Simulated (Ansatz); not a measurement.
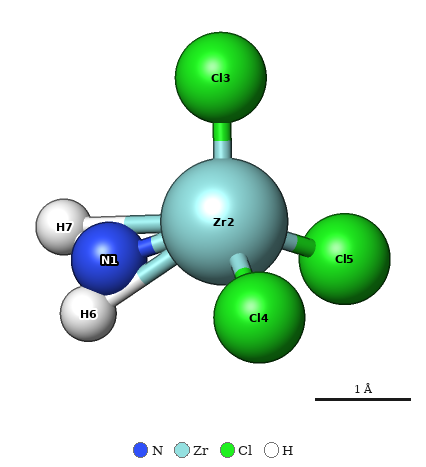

Fig. 1: The input geometry (ball-and-stick view, seen at a tilt; atoms are numbered from 1 in the order of the input). Sticks mark near contacts. Bond lengths as drawn: Cl–Zr 1.51 to 1.64 Å, H–N 0.61 to 0.73 Å, H–Zr 1.80 to 1.92 Å and N–Zr 1.37 Å.

**ZrNH2Cl3: single-point calculation**

- system: ZrNH2Cl3
- method: RKS BLYP/cc-pVTZ-DK (Ansatz 0.2.0)

Some settings of this run were made unusual or wrong on purpose. The geometry comes from this level: PBE0-D4/def2-TZVP. Figures and captions count atoms from 1; the log counts them from 0 in places.

## Input
```yaml
crystal:
  periodic: [false, false, false]
  atoms:
    - {symbol: N, position_ang: [-0.363495, 0.463963, 0.680942]}
    - {symbol: Zr, position_ang: [0.168479, -0.332289, -0.295825]}
    - {symbol: Cl, position_ang: [1.377684, -1.010414, 0.313310]}
    - {symbol: Cl, position_ang: [-1.091779, -1.058517, -1.050758]}
    - {symbol: Cl, position_ang: [0.723491, 0.497955, -1.595468]}
    - {symbol: H, position_ang: [-0.896191, 0.751760, 0.670044]}
    - {symbol: H, position_ang: [-0.051376, 0.771068, 1.264474]}
basis:
  gaussian: {orbitals: cc-pVTZ-DK}
hamiltonian: {xc: {name: BLYP}}
output: {forces: true}
```

Command:
```bash
ansatz run in.yaml --threads 4 --pin off --events-out ev --progress --plain --max-ram 10444MiB
```

## Log
```
Functional definition: BLYP
  name "BLYP"
  cite "Becke, Phys. Rev. A 38, 3098 (1988) doi:10.1103/PhysRevA.38.3098"
  cite "Lee, Yang & Parr, Phys. Rev. B 37, 785 (1988) doi:10.1103/PhysRevB.37.785"
  parameter beta = 0.0042
  parameter a = 0.04918
  parameter b = 0.132
  parameter c = 0.2533
  parameter d = 0.349
  exchange = b88_x(beta = beta)
  correlation = lyp_c(a = a, b = b, c = c, d = d)
1672 factors; their error is unknown
mean field evaluation 1: about -137015.0000 eV, gradient 1.8e2 eV
mean field evaluation 2: about -136531.0464 eV, gradient 4.4e2 eV
mean field evaluation 4: about -137064.1942 eV, gradient 4.2e1 eV
mean field evaluation 8: about -137067.1253 eV, gradient 7.9e-1 eV
mean field evaluation 16: about -137067.0889 eV, gradient 9.2e-4 eV
mean field -137067.08889129 eV, -5037.1226093453 hartree, gradient 3.0e-5 eV, S^2 0.000000; 0 other end points of the search recorded, 0 dependent functions left out
the calculation of the forces begins
reference -137067.08923859 eV, -5037.1226221081 hartree; 50, 50 occupied and 187, 187 virtual orbitals, 1672 factors
Total energy: -137067.08923859 eV, -5037.1226221081 hartree
Relativity: scalar
Atom 0 at    -0.363495     0.463963     0.680942 Å, force    34.463125   -15.757935    15.643950 eV/Å
Atom 1 at     0.168479    -0.332289    -0.295825 Å, force   -16.719967    -3.401506   -12.630069 eV/Å
Atom 2 at     1.377684    -1.010414     0.313310 Å, force    58.614107   -34.294947    29.925935 eV/Å
Atom 3 at    -1.091779    -1.058517    -1.050758 Å, force   -37.103195   -23.211913   -20.676946 eV/Å
Atom 4 at     0.723491     0.497955    -1.595468 Å, force    17.013187    26.175814   -37.053909 eV/Å
Atom 5 at    -0.896191     0.751760     0.670044 Å, force   -71.588772    37.321796    -2.508916 eV/Å
Atom 6 at    -0.051376     0.771068     1.264474 Å, force    15.321515    13.168690    27.299955 eV/Å
Dipole moment:    -0.182173     0.335437     0.568570 e Å
```

## Outcome

- outcome: converged
- total energy: −137067.0892 eV
- SCF solution under orbital rotations: stable
- largest force (length of the vector): 80.772 eV/Å
- dipole moment: 3.29 D
- hardware: 4 threads of Intel Xeon @ 2.50GHz, 180 GiB of memory available, shared host
- wall time: 17 s (CPU time 41 s)
- peak memory: 0.5 GiB

## What went wrong

The input was spoiled on purpose: squeeze. The run converged all the same; its numbers are those of the faulty input and shouldn't be used.
